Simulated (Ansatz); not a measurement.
# SnHCl3O (SMILES [OH][Sn]([Cl])([Cl])[Cl]) at 6 levels

Wanted: a comparison of 6 runs (CAM-B3LYP/def2-SVP, HSE06/def2-SVP, r2SCAN/def2-SVP, MP2/def2-SVP, BCCD(T)/def2-SVP, CCSD(T)/def2-SVP) of SnHCl3O. 

The calculation is run with Ansatz 0.2.0.

80 further runs of the same task are left out: 6 that didn't finish, 74 set aside as unsound or not needed.

## 1. The structure to begin with

The species is SnHCl3O (6 atoms), meant as a singlet with charge 0. SMILES: `[OH][Sn]([Cl])([Cl])[Cl]`. The Sn2–Cl4 distance was set to 2.984 Å, away from the relaxed value.

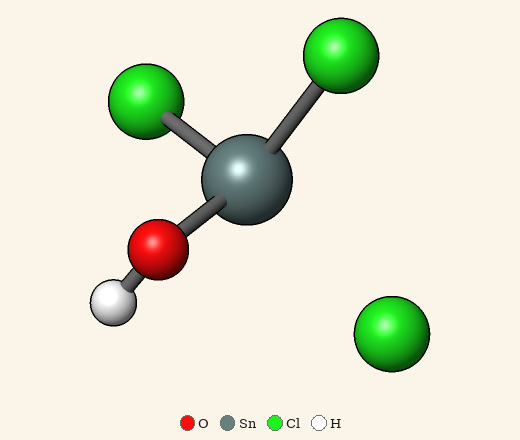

Viewed from a chosen angle; oxygen red, tin teal, chlorine green, hydrogen white.

## 2. The energy at CAM-B3LYP/def2-SVP (core potential) (run 1)

molecule.yaml

```yaml
crystal:
  periodic: [false, false, false]
  atoms:
    - {symbol: O, position_ang: [-0.246110, 0.840590, 1.762480]}
    - {symbol: Sn, position_ang: [0.680090, 0.162090, 0.208980]}
    - {symbol: Cl, position_ang: [2.359390, -1.166610, 0.994180]}
    - {symbol: Cl, position_ang: [-1.175400, -1.411300, -1.519500]}
    - {symbol: Cl, position_ang: [1.533190, 1.888990, -1.040320]}
    - {symbol: H, position_ang: [-0.967910, 1.437590, 1.542480]}
basis:
  gaussian:
    orbitals: def2-SVP
hamiltonian:
  xc: {name: CAM-B3LYP}
accuracy: high
output: {orbitals: {seedname: orbitals}}
```

The run is started by

```
ansatz run molecule.yaml --threads 1 --pin off --max-ram 3480MiB --events-out events.jsonl --progress --plain --runs-dir runs
```

Log:

```text
Warning: RAYON_NUM_THREADS=1 ignored (pool sized by the plan → 1); use --threads N
Functional definition: CAM-B3LYP
  name "CAM-B3LYP"
  parameter alpha = 0.19
  parameter beta = 0.46
  parameter omega = 0.33/bohr
  parameter ac = 0.81
  exchange = (1 - alpha - beta)*b88_x + beta*b88_x_sr(omega) + alpha*exact_x + beta*exact_x_lr(omega)
  correlation = (1 - ac)*vwn5_c + ac*lyp_c
2047 factors; integrals over basis functions are off by at most 6.7e-9 eV
454 factors; integrals over basis functions are off by at most 1.3e-9 eV
mean field evaluation 1: about -45445.0502 eV, gradient 5.3e1 eV
mean field evaluation 2: about -45436.2725 eV, gradient 8.6e1 eV
mean field evaluation 4: about -45451.1616 eV, gradient 4.3e0 eV
mean field evaluation 8: about -45451.2981 eV, gradient 2.5e-1 eV
mean field evaluation 16: about -45451.2983 eV, gradient 3.9e-4 eV
mean field -45451.29829786 eV, -1670.3044044498 hartree, gradient 3.9e-8 eV, S^2 0.000000; 0 other end points of the search recorded, 0 dependent functions left out
reference -45451.29831754 eV, -1670.3044051732 hartree; 41, 41 occupied and 58, 58 virtual orbitals, 2047 factors
Total energy: -45451.29831754 eV, -1670.3044051732 hartree
```

Run time: 15 s. Hardware: 1 thread of Arm Neoverse V1, shared host; peak memory 0.47 GiB.

## 3. A single-point energy at HSE06/def2-SVP (core potential) (run 2)

molecule.yaml: that of step 2 with these lines changed.

```diff
@@ -13,4 +13,5 @@
 hamiltonian:
-  xc: {name: CAM-B3LYP}
+  xc: hse06
 accuracy: high
-output: {orbitals: {seedname: orbitals}}
+output:
+  orbitals: {seedname: orbitals}
```

The run is started by

```
ansatz run molecule.yaml --threads 1 --pin off --max-ram 3480MiB --events-out events.jsonl --progress --plain --runs-dir runs
```

Log:

```text
Warning: RAYON_NUM_THREADS=1 ignored (pool sized by the plan → 1); use --threads N
Functional definition: HSE06
  name "HSE06"
  parameter a = 0.25
  parameter omega = 0.11/bohr
  exchange = pbe_x - a*pbe_x_sr(omega) + a*exact_x_sr(omega)
  correlation = pbe_c
2047 factors; integrals over basis functions are off by at most 6.7e-9 eV
104 factors; integrals over basis functions are off by at most 8.9e-10 eV
mean field evaluation 1: about -45430.3336 eV, gradient 5.3e1 eV
mean field evaluation 2: about -45396.1418 eV, gradient 1.3e2 eV
mean field evaluation 4: about -45435.6562 eV, gradient 1.5e1 eV
mean field evaluation 8: about -45436.5391 eV, gradient 1.1e0 eV
mean field evaluation 16: about -45436.5435 eV, gradient 3.4e-4 eV
mean field -45436.54353028 eV, -1669.7621767424 hartree, gradient 6.5e-8 eV, S^2 0.000000; 0 other end points of the search recorded, 0 dependent functions left out
reference -45436.54353380 eV, -1669.7621768717 hartree; 41, 41 occupied and 58, 58 virtual orbitals, 2047 factors
Total energy: -45436.54353380 eV, -1669.7621768717 hartree
```

Run time: 14 s. Hardware: 1 thread of Arm Neoverse V1, shared host; peak memory 0.42 GiB.

## 4. The energy at r2SCAN/def2-SVP (core potential) (run 3)

in.yaml

```yaml
crystal:
  periodic: [false, false, false]
  atoms:
    - {symbol: O, position_ang: [-0.246110, 0.840590, 1.762480]}
    - {symbol: Sn, position_ang: [0.680090, 0.162090, 0.208980]}
    - {symbol: Cl, position_ang: [2.359390, -1.166610, 0.994180]}
    - {symbol: Cl, position_ang: [-1.175400, -1.411300, -1.519500]}
    - {symbol: Cl, position_ang: [1.533190, 1.888990, -1.040320]}
    - {symbol: H, position_ang: [-0.967910, 1.437590, 1.542480]}
basis:
  gaussian:
    orbitals: def2-SVP
hamiltonian:
  xc: r2scan
accuracy: high
output: {orbitals: {seedname: orbitals}}
```

The run is started by

```
ansatz run in.yaml --threads 1 --pin off --max-ram 3480MiB --events-out events.jsonl --progress --plain --runs-dir runs
```

Log:

```text
Warning: RAYON_NUM_THREADS=1 ignored (pool sized by the plan → 1); use --threads N
Functional definition: r2SCAN
  name "r2SCAN"
  parameter k0 = 0.174
  parameter k1 = 0.065
  parameter a1 = 4.9479
  exchange = r2scan_x(k0 = k0, k1 = k1, a1 = a1)
  correlation = r2scan_c
2047 factors; integrals over basis functions are off by at most 6.7e-9 eV
mean field evaluation 1: about -45443.9237 eV, gradient 5.7e1 eV
mean field evaluation 2: about -45365.4688 eV, gradient 1.7e2 eV
mean field evaluation 4: about -45448.7423 eV, gradient 2.3e1 eV
mean field evaluation 8: about -45450.6656 eV, gradient 2.6e-1 eV
mean field evaluation 16: about -45450.6618 eV, gradient 1.1e-4 eV
mean field -45450.66182607 eV, -1670.2810145429 hartree, gradient 4.1e-8 eV, S^2 0.000000; 0 other end points of the search recorded, 0 dependent functions left out
reference -45450.66182689 eV, -1670.2810145730 hartree; 41, 41 occupied and 58, 58 virtual orbitals, 2047 factors
Total energy: -45450.66182689 eV, -1670.2810145730 hartree
```

Wall time 21 s (1 thread of Arm Neoverse V1, shared host); peak memory 0.33 GiB.

Runs 4 to 5 aren't shown in full; the table further down has their settings and results.

## 5. The energy at CCSD(T)/def2-SVP (core potential) (run 6)

input.yaml

```yaml
crystal:
  periodic: [false, false, false]
  atoms:
    - {symbol: O, position_ang: [-0.246110, 0.840590, 1.762480]}
    - {symbol: Sn, position_ang: [0.680090, 0.162090, 0.208980]}
    - {symbol: Cl, position_ang: [2.359390, -1.166610, 0.994180]}
    - {symbol: Cl, position_ang: [-1.175400, -1.411300, -1.519500]}
    - {symbol: Cl, position_ang: [1.533190, 1.888990, -1.040320]}
    - {symbol: H, position_ang: [-0.967910, 1.437590, 1.542480]}
basis:
  gaussian:
    orbitals: def2-SVP
correlation:
  method: ccsd_t
  frozen_orbitals: {Cl: 5, H: 0, O: 1, Sn: 4}
accuracy: high
scf:
  omitted_lower_state_checks: [cluster_reference, increment]
```

The run is started by

```
ansatz run input.yaml --threads 1 --pin off --max-ram 3480MiB --events-out events.jsonl --progress --plain --runs-dir runs
```

Log (excerpt; [...] marks lines left out):

```text
Warning: RAYON_NUM_THREADS=1 ignored (pool sized by the plan → 1); use --threads N
Functional definition: HF
  name "HF"
[...]
2047 factors; integrals over basis functions are off by at most 6.7e-9 eV
[...]
mean field -45358.09486916 eV, -1666.8792416208 hartree, gradient 2.5e-8 eV, S^2 0.000000; 0 other end points of the search recorded, 0 dependent functions left out; unrestricted orbitals would lower it
20 core orbitals not correlated: weight in the atoms' cores, before any rotation towards them, 1.000 or more for the frozen orbitals, at most 0.000 for the correlated occupied ones
reference -45358.09486916 eV, -1666.8792416208 hartree; 21, 21 occupied and 58, 58 virtual orbitals, 2047 factors
second order -18.77043790 eV of doubles, -0.00000000 eV of singles
cycle   1  -19.34854802 eV  change   -5.8e-1 eV  update   1.1e-1
[...]
cycle  25  -19.88890951 eV  change    2.8e-9 eV  update   2.5e-9
perturbative correction -0.52525107 eV, -0.0193026208 hartree
Total energy: -45378.50902975 eV, -1667.6294481850 hartree
Checks for a lower state left out: cluster_reference, increment
```

Wall time 49 s (1 thread of Arm Neoverse V1, shared host); peak memory 0.58 GiB.

## 6. The series

| run | level | frozen core orbitals | energy (Eh) | wall time |
| --- | --- | --- | --- | --- |
| 1 | CAM-B3LYP/def2-SVP (core potential) | – | -1670.304405 | 15 s |
| 2 | HSE06/def2-SVP (core potential) | – | -1669.762177 | 14 s |
| 3 | r2SCAN/def2-SVP (core potential) | – | -1670.281015 | 21 s |
| 4 | MP2/def2-SVP (core potential) | 20 | -1667.569042 | 6 s |
| 5 | BCCD(T)/def2-SVP (core potential) | 20 | -1667.629610 | 63 s |
| 6 | CCSD(T)/def2-SVP (core potential) | 20 | -1667.629448 | 49 s |

## 7. What came out

| quantity | value |
| --- | --- |
| run 6: total energy | -1667.62945 Eh |
| run 6: correlation energy (20 core orbitals frozen) | -750.2 mEh |
| run 6: (T) correction | -19.30 mEh |
| run 6: T1 diagnostic | 0.013 |

Over runs 1, 2, 3 the HOMO–LUMO gap runs from 1.90 eV (r2SCAN/def2-SVP) to 5.98 eV (CAM-B3LYP/def2-SVP). Totals of different functionals can't be ranked against each other. In runs 4, 5, 6 the log says that unrestricted orbitals would lower the reference, so the values rest on an unstable closed-shell determinant (other closed-shell runs at this shape may share the fault). All runs together took 2.8 min, the longest 63 s.
